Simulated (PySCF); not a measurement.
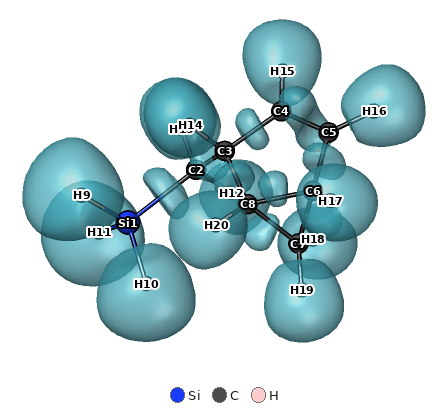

C$_{7}$H$_{12}$Si. Isosurface of the electron localisation function at 0.8 (cyan), seen at a tilt. Core shells and regions of very low density are left out.

Geometry: PBE0-D3(BJ)/def2-SVP.

The calculation used wB97X-D/def2-SVPD, SCF density, gas phase in PySCF 2.14.0.

```xyz
20

Si    2.4000   -0.2208    0.9508
C     1.0628    1.0457    0.5410
C     0.2237    0.7033   -0.6973
C    -0.8907    1.6885   -0.9741
C    -2.0731    1.0869   -1.1539
C    -1.9673   -0.3856   -0.9621
C    -1.5686   -0.8145    0.4282
C    -0.5158   -0.6326   -0.6237
H     3.2642   -0.4631   -0.2483
H     1.8046   -1.5273    1.3675
H     3.2645    0.2791    2.0647
H     0.4084    1.1521    1.4234
H     1.5513    2.0263    0.4064
H     0.9056    0.6804   -1.5692
H    -0.7225    2.7683   -0.9942
H    -3.0139    1.5967   -1.3748
H    -2.5490   -1.0699   -1.5858
H    -1.6606   -0.0747    1.2291
H    -1.7910   -1.8420    0.7279
H    -0.0073   -1.5280   -0.9896
```

Question: Identify the bonds, lone pairs and shells in this picture.

Answer: At this value the surface marks out eight regions between bonded C–C atoms (shared pairs), one region between bonded C–Si atoms (shared pairs) and twelve regions around hydrogen nuclei.

Values along the shortest contacts:
C–C (1.34 Å): the ELF peaks at about 0.95 between the atoms: a short, multiple covalent bond. C–Si (1.89 Å): the ELF peaks at about 0.95 between the atoms, as expected for a shared electron pair.
